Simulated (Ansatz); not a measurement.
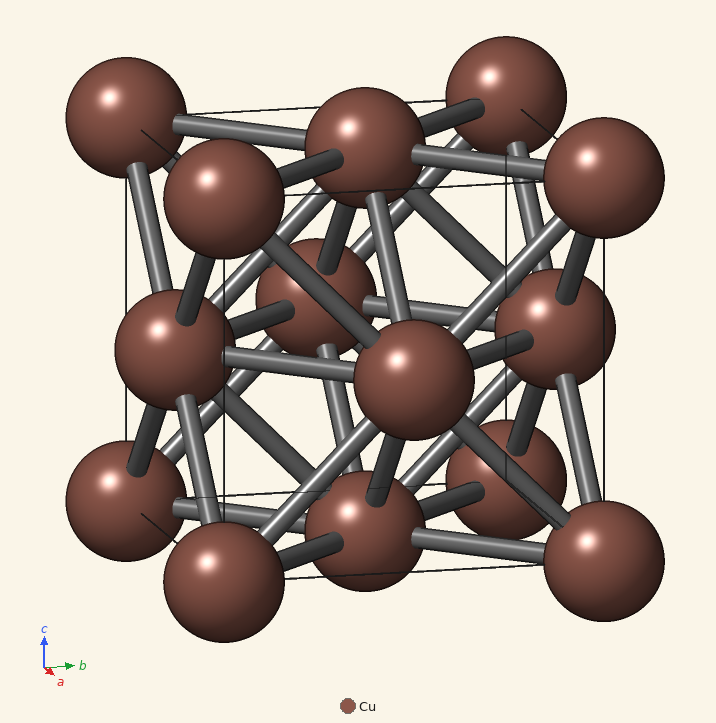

The image is a ball-and-stick drawing of a crystal, viewed slightly off an axis. One conventional unit cell is outlined, and atoms on its boundary appear in each equivalent place.

### How many atoms make up the cell?

4 (copper), counting shared atoms by their share.

### To which lattice type does it belong?

Face-centred cubic.

### What is the Hermann-Mauguin symbol of the space group?

Fm-3m (No. 225), with Cu on 4a.

### Name the structure type.

Face-centred cubic (Cu type).

### What extended units do the bonds make?

The bonds build a three-dimensional framework.

Provenance: the standard structure of this element. Earlier steps of the study may have refined or changed the cell and positions. It was the input of a calculation with Ansatz.

At this level of theory the cell isn't at rest (stretched, at -7 GPa), so its distances can differ from those at equilibrium, the more so the softer the solid.
